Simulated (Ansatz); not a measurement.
**A computed series for Sb: thickness series**

Take Sb in the A7 type structure (space group R-3m, No. 166; a = 4.3279 Å, c = 11.3443 Å (hexagonal axes); layered) as the base.

Free-standing slabs (2 atom(s) a layer) normal to the stacking axis with 15 Å of vacuum; in-plane cell relaxed.

Method: r2SCAN+rVV10 in Ansatz (plane waves to 500 eV, PAW, scalar-relativistic without spin-orbit coupling).

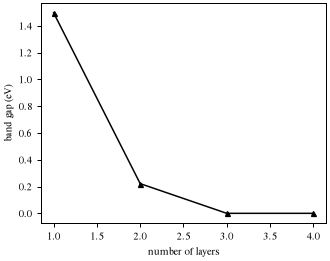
*Band gap against number of layers*

Problem. From the plot, what is the band gap for 2 layers?

Solution. About 0.2 eV.

Problem. Is the trend monotonic over the range shown?

Solution. Yes, it falls throughout, spanning zero to 1.50 eV.

Spin-orbit coupling, missing from the scalar runs, can matter with Sb. Whether these cells are dynamically stable was not tested. The zero or small gap of Sb can change with the level of theory.

Ansatz is a quantum-chemistry and plane-wave program.
